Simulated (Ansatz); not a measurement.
```yaml
atoms:
  - { symbol: B, position_ang: [-0.9582, 0.0394, -0.7091] }
  - { symbol: C, position_ang: [-0.3062, -0.3047, 0.6016] }
  - { symbol: Si, position_ang: [1.3501, 0.1775, 0.5610] }
  - { symbol: H, position_ang: [-2.1174, -0.2110, -0.9033] }
  - { symbol: H, position_ang: [-0.3398, 0.5710, -1.5926] }
  - { symbol: H, position_ang: [-0.7900, -0.7817, 1.4444] }
  - { symbol: H, position_ang: [1.8762, 0.8287, -0.6821] }
```

Geometry: PBE0-D4/def2-TZVP.

All numbers below come from UKS PBE0-D4/def2-TZVPP (Ansatz 0.2.0).

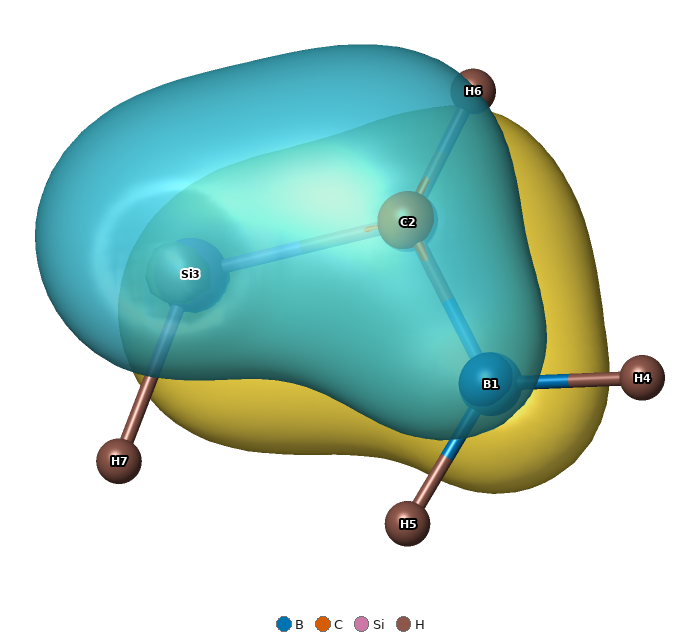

CH₄BSi (doublet). The HOMO−1 (α) at ±0.1 Å⁻³ᐟ² (yellow and cyan are the two phases), seen at a tilt.

Q: Where does this orbital lie, and at what energy?

A: Its weight (Hirshfeld) is mainly on C2 (about 45 %), Si3 (about 35 %) and B1 (about 15 %); it changes sign across the molecular plane (π type); π-bonding across B1–C2 and C2–Si3. Its energy is −7.59 eV.
